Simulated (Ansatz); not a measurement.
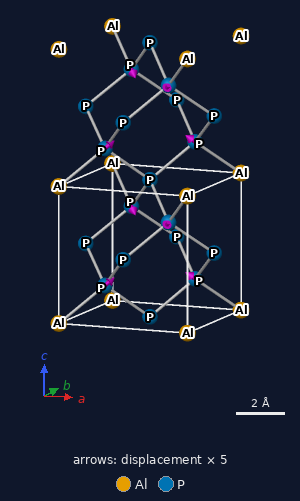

This is a relaxation of crystalline AlP7 (a generated structure, set up in P-43m) (coarse preliminary run). The starting structure is drawn; purple arrows show the displacements (the part carried along by the change of the cell is left out), magnified 5 times.

A ball-and-stick model of the cell of the calculation, repeated 1 × 1 × 2 with one cell outlined, seen slightly off an axis.

Theory: Ansatz 0.2.0, DFT PBE, scalar-relativistic, plane waves, PAW. Set-up: plane-wave cutoff 420 eV; k-point mesh 4 × 4 × 4; occupations gaussian; smearing width 0.1 eV; no spin polarisation; cell and atoms relaxed; force threshold 0.04 eV/Å; at most 70 steps.

> Which element moves most?

Phosphorus: up to 0.11 Å, against 0.00 Å for aluminium.

> Describe the change and its energy.

Over 4 accepted moves (5 points after the start) the energy falls by 1.386 eV per cell of the calculation. Largest force component: 0.078 eV/Å at the start, 0.015 eV/Å at the end. The pressure goes from −8.22 to 0.00 GPa. At 1 point the geometry stayed and the basis and grid were re-selected for the new cell (energy shift of 1.8 meV per cell of the calculation at most each time). The largest moves relative to the cell, 0.11 Å, are those of P atoms. Al stays in place. The volume changes by −20.9 %, with a = b = c 5.872 → 5.431 Å (−7.5 %). Among the contacts that change: P–P 2.534 → 2.310 Å, Al–P 2.569 → 2.486 Å. Bond angles that change, for instance: P–P–P 108.3° → 103.2°, P–P–P 110.0° → 112.7°, Al–P–P 108.9° → 106.3°. The space group stays P-43m (No. 215).
